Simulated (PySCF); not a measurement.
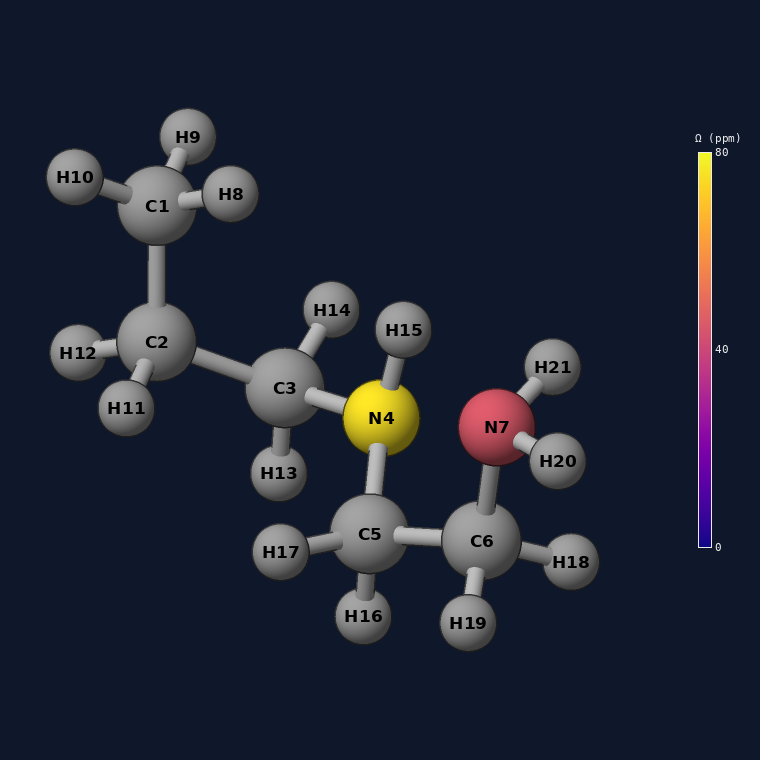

The N atoms are coloured by the span of their shielding tensor. Geometry: a frame of a GFN2-xTB molecular-dynamics simulation, not a minimum. Properties computed with GIAO PBE0/pcSseg-1 NMR shielding, non-relativistic, gas phase (PySCF 2.14.0). Principal shieldings σ11 ≤ σ22 ≤ σ33, span Ω = σ33 − σ11, skew κ = 3(σiso − σ22)/Ω.

Which N atom has the most anisotropic shielding?

N4, with a span of 76 ppm.

Give the shielding tensors of the N atoms.

```csv
atom,σ11,σ22,σ33,σiso,Ω,κ
N4,167.7,233.5,243.3,214.8,75.6,−0.74
N7,220.1,242.3,265.3,242.6,45.2,0.02
```

Shieldings and span in ppm.
